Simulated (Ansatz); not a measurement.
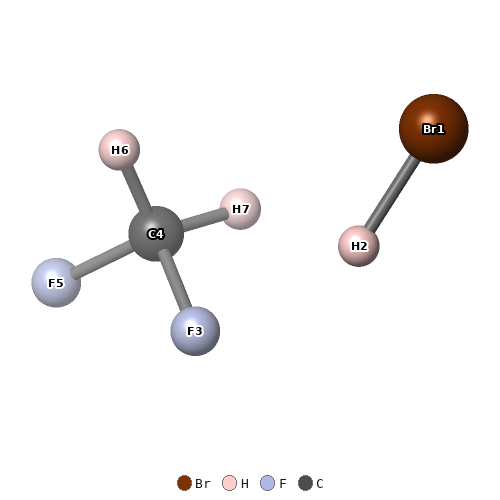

The system is the pair BrH···CH₂F₂; the picture shows the reference structure. 
- The turn is about an axis along (0.79, −0.61, 0.05) in the frame of the relaxed pair, normal to the line between the partners.
- First axis: distance C4···Br1. Second axis: turn of Br1, H2 about its own atom Br1.
- Grid: 11 × 10 points.
- Points are written as (first, second).
- Energies are in meV, from the two partners far apart, frozen as in the relaxed pair, each in its own basis (no counterpoise correction).
- Energies and slopes of some neighbouring points disagree (a jump in structure or state, or too coarse a mesh).
- Computed with RHF-MP2, frozen core/def2-SVPD in Ansatz 0.2.0.

Its coordinates:

```yaml
atoms:
  - { symbol: Br, position_ang: [0.5655, 0.5226, -2.7486] }
  - { symbol: H, position_ang: [-0.1853, -0.3905, -1.9675] }
  - { symbol: F, position_ang: [-0.6885, -0.8812, 0.1410] }
  - { symbol: C, position_ang: [-0.0271, 0.0349, 0.9223] }
  - { symbol: F, position_ang: [-0.3168, -0.2321, 2.2229] }
  - { symbol: H, position_ang: [1.0495, -0.0885, 0.7608] }
  - { symbol: H, position_ang: [-0.3973, 1.0345, 0.6690] }
```

Range: distance C4···Br1 from 3.150 to 5.750 Å; turn of Br1, H2 about its own atom Br1 from −180 to 144°.

### Predict the map.

The lowest grid point is at (3.871 Å, 0°), −143 meV from the two partners far apart, frozen as in the relaxed pair, each in its own basis (no counterpoise correction). Other grid points that lie below all their neighbours: (3.632 Å, −180°) (40 meV higher). The highest grid point, (3.150 Å, −36°), lies 798 meV above the lowest.

| second ↓, first → | 3.150 | 3.254 | 3.423 | 3.632 | 3.871 | 4.135 | 4.422 | 4.728 | 5.053 | 5.394 | 5.750 |
| --- | --- | --- | --- | --- | --- | --- | --- | --- | --- | --- | --- |
| 144 | −17 | −47 | −71 | −77 | −70 | −59 | −46 | −34 | −25 | −17 | −11 |
| 108 | 86 | 37 | −8 | −32 | −38 | −36 | −30 | −23 | −17 | −11 | −8 |
| 72 | 83 | 29 | −22 | −48 | −53 | −49 | −40 | −31 | −23 | −17 | −12 |
| 36 | 8 | −45 | −90 | −106 | −101 | −85 | −68 | −52 | −39 | −28 | −21 |
| 0 | 114 | 5 | −95 | −141 | −143 | −121 | −95 | −70 | −50 | −36 | −25 |
| −36 | 655 | 422 | 179 | 24 | −49 | −69 | −65 | −52 | −38 | −25 | −16 |
| −72 | 408 | 283 | 152 | 65 | 19 | −1 | −6 | −4 | −1 | 3 | 5 |
| −108 | 159 | 94 | 31 | −5 | −17 | −18 | −13 | −8 | −4 | 0 | 2 |
| −144 | 34 | −11 | −51 | −68 | −66 | −56 | −44 | −32 | −23 | −16 | −10 |
| −180 | −55 | −83 | −102 | −103 | −90 | −74 | −57 | −42 | −31 | −22 | −15 |

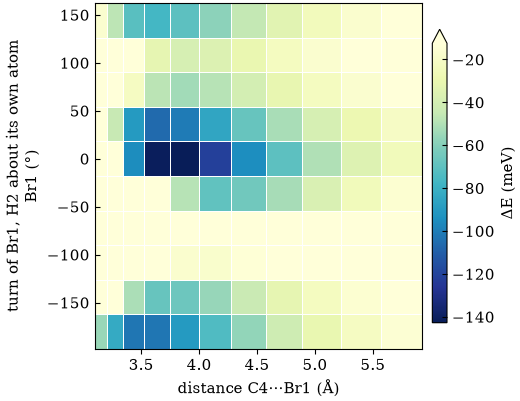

In the figure: one coloured cell a grid point, one colour for all values above the top of the scale.

Each point was launched as `ansatz run input.yaml --threads 1 --pin off --max-ram 2560MiB --backend cpu --events-out ev --progress --plain --runs-dir out`. Time for the 110 points that were run: 22 min on 1 thread of Arm Neoverse V2 (shared host).
